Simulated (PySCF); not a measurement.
```xyz
20

C    -2.4370   -1.0961   -0.8034
C    -1.2954   -0.1481   -0.5809
O    -0.5902    0.2313   -1.4934
Si   -0.9474    0.5155    1.1918
C     0.8278    1.1459    1.0275
Si    1.2832    1.9911   -0.6437
S     2.0822   -0.1369    1.4699
Si    1.7789   -1.7896    0.1571
H    -3.3628   -0.5688   -0.5802
H    -2.4624   -1.4587   -1.8288
H    -2.3585   -1.9302   -0.1101
H    -1.1490   -0.5625    2.1617
H    -1.8803    1.6176    1.4395
H     0.9954    1.8864    1.8116
H     1.8442    1.0729   -1.6209
H     2.3584    2.9277   -0.2774
H     0.1298    2.7716   -1.0811
H     0.4128   -2.2856    0.3344
H     2.7582   -2.7396    0.6573
H     2.0068   -1.4333   -1.2340
```

Geometry: GFN2-xTB.

Level of theory: PySCF, PBE0/pcSseg-1, SCF density, gas phase, non-relativistic.

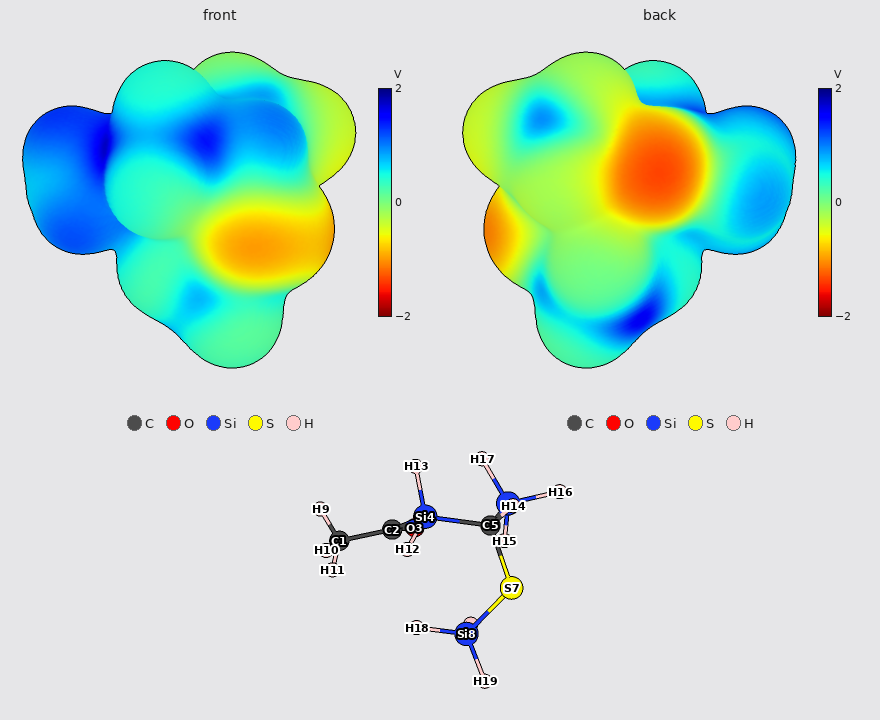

C₃H₁₂OSSi₃ (SMILES CC(=O)[SiH2][C@H]([SiH3])S[SiH3]). The electrostatic potential painted on the density surface at 0.002 e/bohr³, seen from the front and from behind; red is negative and blue positive. The bare structure is drawn below in the same view.

Question: Which sites attract a positive test charge, and which a negative one?

Answer: A positive charge is drawn to the negative regions and a negative charge to the positive ones. The most negative region (about −1.3 V, or −30 kcal/mol for a unit charge) lies over O3, the most positive (about +1.6 V, or +37 kcal/mol for a unit charge) over Si4 and Si8. O3 is the likeliest acceptor of a hydrogen bond.
